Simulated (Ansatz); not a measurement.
# SiNHF3 (SMILES [NH][Si](F)(F)F): UBLYP/6-31G(d) (spherical functions)

Aim: the energy change on altering one bond length of SiNHF3 at UBLYP/6-31G* (spherical functions), from 2 runs. 

The results are computed with Ansatz 0.2.0.

86 further runs of the same task are left out: 2 that didn't finish, 84 set aside as unsound or not needed. Runs told in other sessions of the task aren't counted.

### Step 1. The molecule

The species is SiNHF3 (6 atoms), meant as a doublet with charge 0. As SMILES, `[NH][Si](F)(F)F`. The coordinates come from a PBE0-D4/def2-TZVP relaxation.

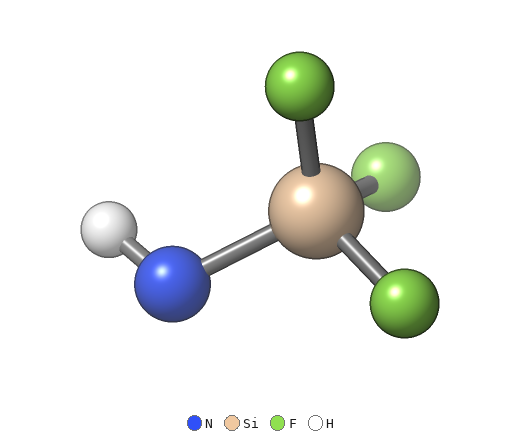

The structure, seen from a chosen angle (nitrogen blue, silicon light orange, fluorine green, hydrogen white).

### Step 2. A single-point energy at UBLYP/6-31G(d) (spherical functions)

input.yaml

```yaml
crystal:
  periodic: [false, false, false]
  atoms:
    - {symbol: "N", position_ang: [-0.974500, 0.604600, 0.713900]}
    - {symbol: Si, position_ang: [0.193600, -0.089600, -0.346100]}
    - {symbol: F, position_ang: [-0.087100, 0.387600, -1.812600]}
    - {symbol: F, position_ang: [0.123100, -1.661400, -0.330200]}
    - {symbol: F, position_ang: [1.652300, 0.359600, 0.035600]}
    - {symbol: H, position_ang: [-0.865300, 0.335400, 1.693200]}
basis:
  gaussian: {orbitals: 6-31G_st_-spherical.json}
magnetization: {spin_polarized: true, initial_magnetization: 1}
hamiltonian: {xc: {name: BLYP}}
accuracy: high
output: {orbitals: {seedname: orbitals}}
```

The basis set 6-31G* is read from a file made from the Basis Set Exchange's data (not shown).

Command:

```
ansatz run input.yaml --threads 1 --pin off --max-ram 3480MiB --events-out events.jsonl --progress --plain --runs-dir runs
```

The program printed:

```text
Warning: RAYON_NUM_THREADS=1 ignored (pool sized by the plan → 1); use --threads N
Functional definition: BLYP
  name "BLYP"
  parameter beta = 0.0042
  parameter a = 0.04918
  parameter b = 0.132
  parameter c = 0.2533
  parameter d = 0.349
  exchange = b88_x(beta = beta)
  correlation = lyp_c(a = a, b = b, c = c, d = d)
1642 factors; integrals over basis functions are off by at most 3.9e-9 eV
mean field evaluation 1: about -17529.0808 eV, gradient 4.5e1 eV
mean field evaluation 2: about -17516.6636 eV, gradient 7.4e1 eV
mean field evaluation 4: about -17535.9370 eV, gradient 2.6e0 eV
mean field evaluation 8: about -17535.9493 eV, gradient 7.8e-2 eV
mean field evaluation 16: about -17535.9493 eV, gradient 5.1e-6 eV
mean field evaluation 32: about -17535.9420 eV, gradient 1.2e0 eV
mean field -17535.94929370 eV, -644.4342502502 hartree, gradient 9.5e-9 eV, S^2 0.752117; 3 other end points of the search recorded, 0 dependent functions left out
reference -17535.94934210 eV, -644.4342520289 hartree; 25, 24 occupied and 51, 52 virtual orbitals, 1642 factors
Total energy: -17535.94934210 eV, -644.4342520289 hartree
```

Wall time 11 s (1 thread of Arm Neoverse V1, shared host); peak memory 0.23 GiB.

### Step 3. The distorted shape at the same level

input.yaml

```yaml
crystal:
  periodic: [false, false, false]
  atoms:
    - {symbol: N, position_ang: [-0.749948, 0.222854, 1.887058]}
    - {symbol: Si, position_ang: [0.418152, -0.471346, 0.827058]}
    - {symbol: F, position_ang: [-0.087100, 0.387600, -1.812600]}
    - {symbol: F, position_ang: [0.347652, -2.043146, 0.842958]}
    - {symbol: F, position_ang: [1.876852, -0.022146, 1.208758]}
    - {symbol: H, position_ang: [-0.640748, -0.046346, 2.866358]}
basis:
  gaussian:
    orbitals: 6-31G_st_-spherical.json
magnetization:
  spin_polarized: true
  initial_magnetization: 1
hamiltonian:
  xc: {name: BLYP}
accuracy: high
output: {orbitals: {seedname: orbitals}}
```

The basis set 6-31G* is read from a file made from the Basis Set Exchange's data (not shown).

Command:

```
ansatz run input.yaml --threads 1 --pin off --max-ram 3480MiB --events-out events.jsonl --progress --plain --runs-dir runs
```

The program printed (excerpt; [...] marks lines left out):

```text
Warning: RAYON_NUM_THREADS=1 ignored (pool sized by the plan → 1); use --threads N
Functional definition: BLYP
  name "BLYP"
[...]
1570 factors; integrals over basis functions are off by at most 8.4e-9 eV
[...]
mean field -17531.00262740 eV, -644.2524636168 hartree, gradient 2.0e-8 eV, S^2 0.756647; 10 other end points of the search recorded, 0 dependent functions left out
reference -17531.00267590 eV, -644.2524653988 hartree; 25, 24 occupied and 51, 52 virtual orbitals, 1570 factors
Total energy: -17531.00267590 eV, -644.2524653988 hartree
```

It took 24 s on 1 thread of Arm Neoverse V1, shared host; peak memory 0.23 GiB.

### Step 4. Outcome

Level: UBLYP/6-31G* (spherical functions).

```
                                                          quantity          value
                                         first shape: total energy  -644.43425 Eh
                   first shape: HOMO energy (highest over α and β)       -7.04 eV
                    first shape: LUMO energy (lowest over α and β)       -5.57 eV
                                                 first shape: ⟨S²⟩          0.752
                                     distorted shape: total energy  -644.25247 Eh
               distorted shape: HOMO energy (highest over α and β)       -6.41 eV
                distorted shape: LUMO energy (lowest over α and β)       -6.21 eV
                                             distorted shape: ⟨S²⟩          0.757
energy change with the Si2–F3 bond stretched from 1.568 to 2.821 Å       4.947 eV
```

With the Si2–F3 bond stretched from 1.568 to 2.821 Å the energy rises by 4.95 eV (114 kcal/mol). The first shape isn't relaxed at this level, so the change isn't measured from a minimum.
